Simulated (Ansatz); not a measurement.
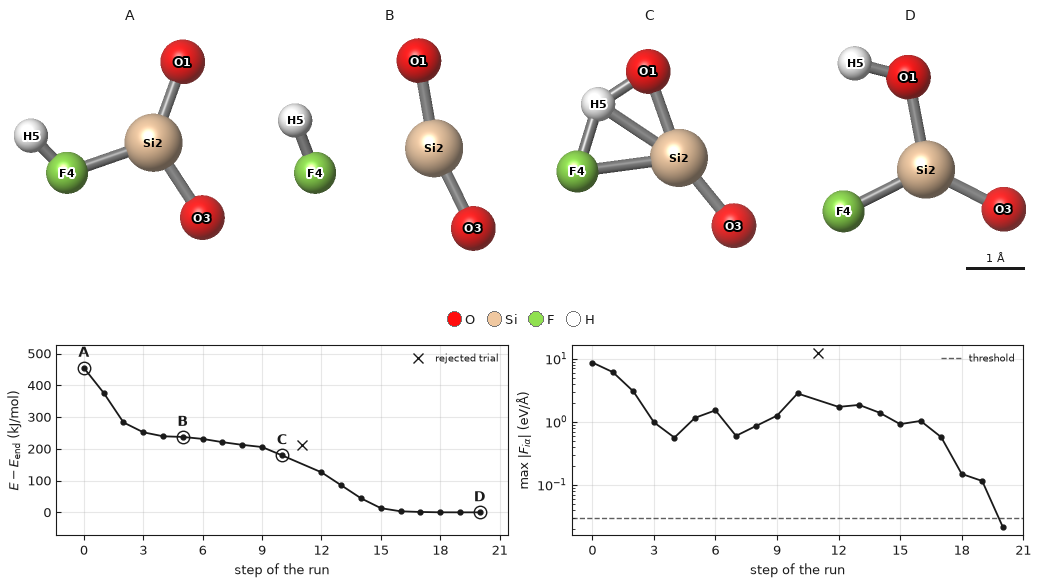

Frames of a relaxation of SiHO$_{2}$F, marked on the history of the run. Style: ball-and-stick. Shown face on.

It is one of the separated reactants of a reaction.

Theory: RKS PBE-D4/def2-SVP in Ansatz. (force threshold 0.03 eV/Å; at most 250 steps)

> What happens along the run?

The energy falls by 454.8 kJ/mol in 19 accepted moves (20 points after the start). Largest force component: 8.7 eV/Å at the start, 0.022 eV/Å at the end. The line search rejected the trial step at point 11 of the run. The atom that moves furthest after the best rigid fit is H5 (1.48 Å). Largest moves by element: H 1.48 Å, O 0.99 Å, F 0.68 Å, Si 0.49 Å. Near-neighbour distances that change, for instance: O1–H5 2.967 → 0.975 Å, F4–H5 0.910 → 2.597 Å, O1–Si2 1.506 → 1.645 Å, Si2–O3 1.567 → 1.536 Å. New bonds form, among them: O1–H5 (2.97 → 0.98 Å). Bonds break, among them: F4–H5 (0.91 → 2.60 Å). Among the angles between lasting bonds that change: O1–Si2–F4 129.1° → 105.9°, O3–Si2–F4 104.2° → 126.4°. The run took 22 s on 2 threads of Intel Xeon Platinum 8259CL @ 2.50GHz (shared host). From step 0 to 5: O1 moves most (0.42 Å), energy −217.5 kJ/mol. From step 5 to 10: H5 moves most (0.80 Å), energy −57.7 kJ/mol. From step 10 to 20: H5 moves most (0.79 Å), energy −179.6 kJ/mol.

| step | E − E(0), kJ/mol | largest force component, eV/Å | note |
| --- | --- | --- | --- |
| 0 | 0.00 | 8.7063 |  |
| 1 | -78.76 | 6.1247 |  |
| 2 | -171.77 | 3.0320 |  |
| 3 | -202.79 | 0.9810 |  |
| 4 | -215.38 | 0.5603 |  |
| 5 | -217.48 | 1.1535 |  |
| 6 | -223.65 | 1.5186 |  |
| 7 | -233.87 | 0.5975 |  |
| 8 | -242.35 | 0.8647 |  |
| 9 | -249.17 | 1.2506 |  |
| 10 | -275.22 | 2.8109 |  |
| 11 | -242.07 | 12.1398 | rejected |
| 12 | -328.84 | 1.7214 |  |
| 13 | -369.72 | 1.8502 |  |
| 14 | -410.69 | 1.3910 |  |
| 15 | -441.68 | 0.9168 |  |
| 16 | -451.55 | 1.0310 |  |
| 17 | -453.62 | 0.5707 |  |
| 18 | -454.69 | 0.1488 |  |
| 19 | -454.80 | 0.1149 |  |
| 20 | -454.83 | 0.0216 |  |
